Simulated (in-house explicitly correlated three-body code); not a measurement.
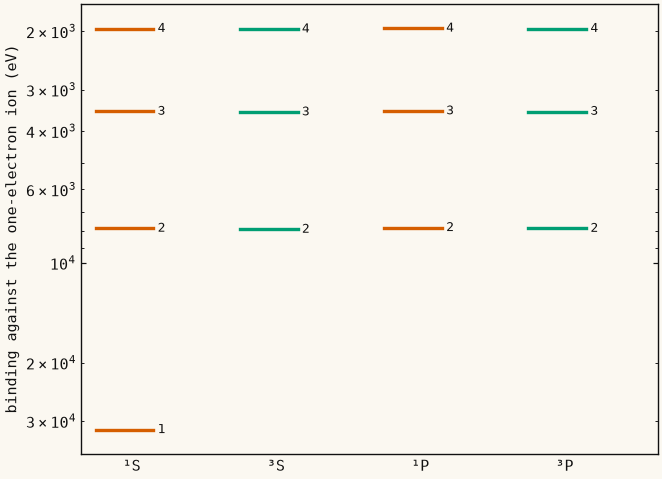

Two electrons around a point charge Z = 49 (In⁴⁷⁺). Computed variationally in 260 exponentially correlated functions with an in-house code, non-relativistic, converged to about 10⁻⁸ of the energy. The plot shows the bound S and P states that converged, by term and principal number n, on a logarithmic scale of binding.

How do singlets and triplets lie?

The ground state is bound by 31.84 keV. The n = 2 states drawn run, from the deepest, 2 ³S (7918 eV), 2 ³P (7868 eV), 2 ¹S (7861 eV), 2 ¹P (7825 eV). Exchange puts 2 ³S below 2 ¹S by 56.7 eV and 2 ³P below 2 ¹P by 43.3 eV. Quantum defects n − (Z − 1)/√(2 E(binding)): 2 ³S 0.010, 2 ³P 0.004, 2 ¹S 0.003, 2 ¹P −0.002.
